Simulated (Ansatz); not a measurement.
BH3O2Si2 (SMILES B1O[SiH]=[SiH]O1)

Input file:

```
crystal:
  periodic: [false, false, false]
  atoms:
    - {symbol: B, position_ang: [-0.783553, -1.242602, 0.265244]}
    - {symbol: O, position_ang: [0.558385, -1.027068, 0.049750]}
    - {symbol: O, position_ang: [-1.646663, -0.172560, 0.205305]}
    - {symbol: Si, position_ang: [-0.968971, 1.390882, 0.087365]}
    - {symbol: Si, position_ang: [1.038254, 0.517694, -0.498641]}
    - {symbol: H, position_ang: [-1.195271, -2.348372, 0.502176]}
    - {symbol: H, position_ang: [-1.887013, 2.196018, -0.777991]}
    - {symbol: H, position_ang: [2.364760, 0.807228, 0.131043]}
basis:
  gaussian:
    orbitals: def2-TZVPD
hamiltonian:
  xc: pbe0
output: {forces: true, orbitals: {seedname: orbitals}}
```

Launched as:

```sh
ansatz run input.yaml --threads 1 --pin off --max-ram 2610MiB --events-out events.jsonl --progress --plain --runs-dir runs
```

Geometry: r2SCAN-D4/def2-SVP.

Computed with Ansatz 0.2.0, isolated molecule in a Gaussian basis; Kohn-Sham density functional theory, functional PBE0.

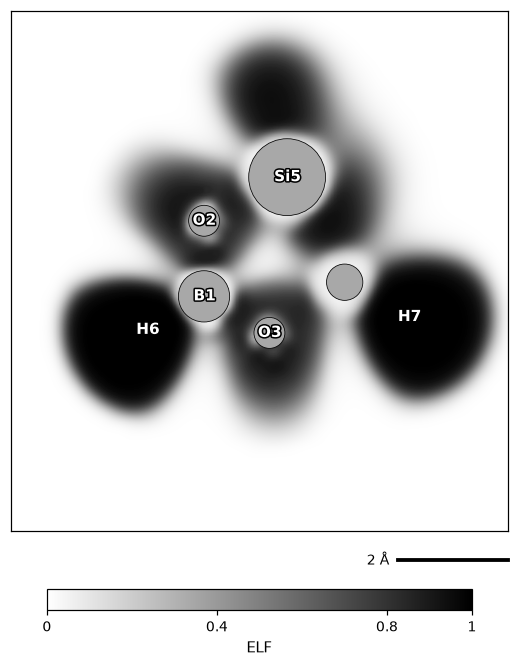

Figure 1. Electron localisation function on the plane of atoms B1, O2 and Si5. Grey discs cover the atomic cores.

Describe what can be read from this map.

Answer. The plane passes through B, O, Si and H nuclei.
B–O (1.38 Å): the ELF peaks at about 0.90 between the atoms (a polar covalent bond).
Si–O (1.71 Å): the ELF peaks at about 0.85 between the atoms: a polar covalent bond.
B–H (1.20 Å): the ELF climbs to about 1 towards the hydrogen, as it does in any bond to H; an ordinary covalent bond to hydrogen.
The ELF also peaks beside O3 and O2, away from the bonds: lone-pair regions.

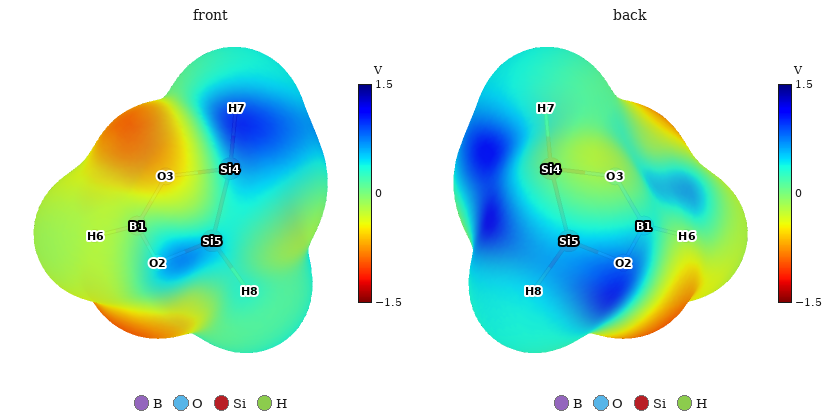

Figure 2. The molecular electrostatic potential painted on the density surface at 0.001 e/bohr³, seen from the front and from behind; red is negative and blue positive.

Which sites attract a positive test charge, and which a negative one?

Answer. A positive charge is drawn to the negative regions and a negative charge to the positive ones. The most negative region (about −0.9 V) lies over O2 and O3, the most positive (about +1.1 V) over Si4 and Si5.

What dipole moment does the calculation give?

Answer. Its dipole moment is 1.79 D.

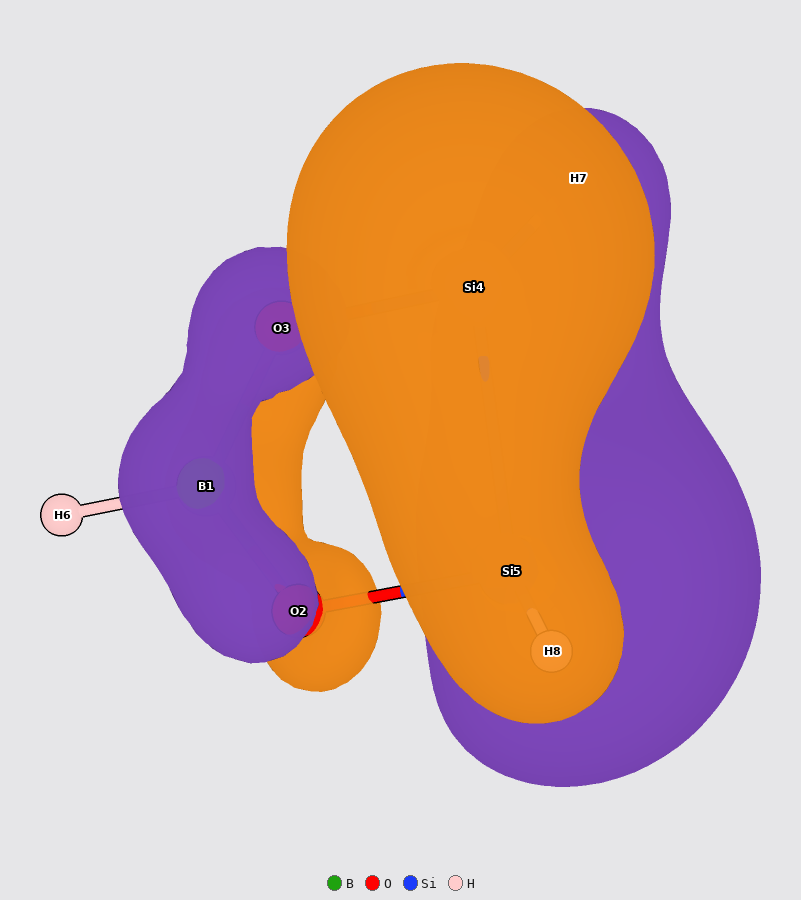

Figure 3. The HOMO at ±0.08 Å⁻³ᐟ² (orange and purple are the two phases), seen at a tilt.

Describe this orbital and give its energy.

Answer. It lies mainly on Si4 (about 40 %) and Si5 (about 40 %). Its energy is −6.28 eV.
